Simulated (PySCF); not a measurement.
# One shape, several levels: Si2H6 (disilane)

Aim: a comparison of 4 runs (HF/STO-3G, HF/3-21G, B3LYP/6-31G*, SCS-MP2/aug-cc-pVDZ) of Si2H6 (disilane). The job is set up through a Python script.

The results are computed with PySCF 2.14.0.

1 further run of the same task is left out (set aside as unsound or not needed).

## 1. The molecule

Si2H6: 8 atoms, total charge 0, spin state singlet. As SMILES, `[SiH3][SiH3]`. Geometry: relaxed at PBE0-D4/def2-TZVP.

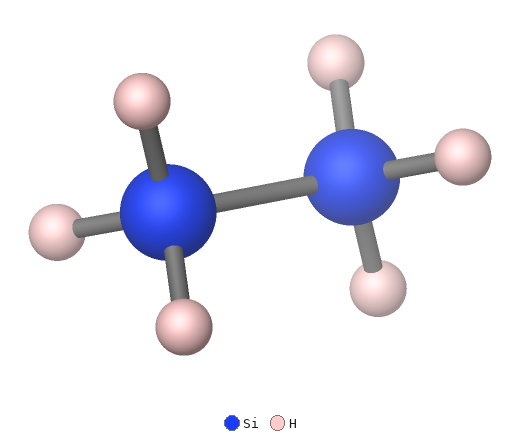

The structure, seen from a chosen angle (silicon blue, hydrogen pink).

## 2. A single-point energy at HF/STO-3G (run 1)

Input file input.py:

```python
# [SiH3][SiH3]
from pyscf import gto

mol = gto.Mole()
mol.atom = '''
Si    -0.643452     0.926344    -1.898986
Si     0.686915    -0.953178     1.872719
H      1.575843     1.791838    -3.391869
H     -2.103076    -0.914438    -3.442892
H     -2.282789     3.144693    -1.356634
H      2.152398     0.885526     3.413412
H      2.320773    -3.175685     1.330367
H     -1.532568    -1.812625     3.368626
'''
mol.max_memory = 1860
mol.unit = 'bohr'
mol.verbose = 3
mol.basis = 'sto-3g'
mol.build()

mf = mol.RHF()
mf.conv_tol = 1e-10
mf.kernel()
if not mf.converged:
    mf = mf.newton().run(mf.mo_coeff, mf.mo_occ)

e_tot = mf.e_tot
print('Final energy', e_tot)
```

Run with:

```console
$ OMP_NUM_THREADS=1 python input.py
```

The program printed:

```text
converged SCF energy = -574.6931630842
Final energy -574.6931630842003
```

Wall time 0.64 s (1 thread of Arm Neoverse V2, shared host); peak memory 0.12 GiB.

## 3. The energy at HF/3-21G (run 2)

Input file run.py:

```python
# [SiH3][SiH3]
from pyscf import gto

mol = gto.M(
    atom=[
    ('Si', (-0.340500, 0.490200, -1.004900)),
    ('Si', (0.363500, -0.504400, 0.991000)),
    ('H', (0.833900, 0.948200, -1.794900)),
    ('H', (-1.112900, -0.483900, -1.821900)),
    ('H', (-1.208000, 1.664100, -0.717900)),
    ('H', (1.139000, 0.468600, 1.806300)),
    ('H', (1.228100, -1.680500, 0.704000)),
    ('H', (-0.811000, -0.959200, 1.782600)),
],
    basis='3-21g',
    max_memory=1860,
    verbose=3,
)

calc0 = mol.RHF()
calc0.conv_tol = 1e-10
calc0.kernel()
if not calc0.converged:
    calc0 = calc0.newton().run(calc0.mo_coeff, calc0.mo_occ)

etot = calc0.e_tot
print('E(%s) = %.9f' % ('HF', etot))
```

Run with:

```console
$ OMP_NUM_THREADS=1 python run.py
```

The program printed:

```text
converged SCF energy = -578.240865860437
E(HF) = -578.240865860
```

Wall time 0.64 s (1 thread of Arm Neoverse V2, shared host); peak memory 0.12 GiB.

Run 3 isn't shown in full; the table further down has it.

## 4. A single-point energy at SCS-MP2/aug-cc-pVDZ (run 4)

Input file job.py:

```python
from pyscf import gto, scf, mp

mol = gto.Mole()
mol.atom = '''
Si    -0.340500     0.490200    -1.004900
Si     0.363500    -0.504400     0.991000
H      0.833900     0.948200    -1.794900
H     -1.112900    -0.483900    -1.821900
H     -1.208000     1.664100    -0.717900
H      1.139000     0.468600     1.806300
H      1.228100    -1.680500     0.704000
H     -0.811000    -0.959200     1.782600
'''
mol.charge = 0
mol.max_memory = 1860
mol.verbose = 4
mol.basis = 'aug-cc-pvdz'
mol.build()

myscf = scf.RHF(mol)
myscf.conv_tol = 1e-10
myscf.kernel()
if not myscf.converged:
    myscf = myscf.newton().run(myscf.mo_coeff, myscf.mo_occ)

pt = mp.MP2(myscf, frozen=10).run()
e_final = myscf.e_tot + 1.2 * pt.e_corr_os + pt.e_corr_ss / 3
print('E(%s) = %.9f' % ('SCS-MP2', e_final))
```

Run with:

```console
$ OMP_NUM_THREADS=1 python job.py
```

The program printed:

```text
PySCF version 2.14.0

[... 60 lines left out ...]
converged SCF energy = -581.340581518822
[... 1 line left out ...]
******** <class 'pyscf.mp.mp2.RMP2'> ********
nocc = 7, nmo = 98
frozen orbitals 10
E(RMP2) = -581.564642152968  E_corr = -0.224060634146448
E(SCS-RMP2) = -581.583192089342  E_corr = -0.242610570519814
E_corr(same-spin) = -0.0303025274491429
E_corr(oppo-spin) = -0.193758106697306
E(SCS-MP2) = -581.583192089
```

Wall time 2.6 s (1 thread of Arm Neoverse V2, shared host); peak memory 0.28 GiB.

## 5. All runs side by side

```csv
run,level,integration grid,frozen core orbitals,energy (Eh),dipole moment (D) of the reference,HOMO energy (eV),LUMO energy (eV),wall time
1,HF/STO-3G,–,–,-574.693163,0.00,-8.73,11.05,0.64 s
2,HF/3-21G,–,–,-578.240866,0.00,-11.05,3.93,0.64 s
3,B3LYP/6-31G* (spherical functions),5,–,-582.579135,0.00,-8.10,0.59,6 s
4,SCS-MP2/aug-cc-pVDZ,–,10,-581.583192,0.00,-11.01,1.07,2.6 s
```

## 6. Summary of results

| quantity | value |
| --- | --- |
| run 4: total energy | -581.58319 Eh |
| run 4: dipole moment (Hartree–Fock density) | 0.00 D |
| run 4: HOMO energy (Hartree–Fock orbitals) | -11.01 eV |
| run 4: LUMO energy (Hartree–Fock orbitals) | 1.07 eV |
| run 4: HOMO–LUMO gap (Hartree–Fock orbitals) | 12.08 eV |
| run 4: correlation energy (10 core orbitals frozen) | -242.6 mEh |

Over runs 1, 2, 3 the HOMO–LUMO gap runs from 8.69 eV (B3LYP/6-31G*) to 19.78 eV (HF/STO-3G). The two ends differ in method and basis. In run 1 the basis is minimal, so the values are rough. All runs together took 9.9 s, the longest 6 s.
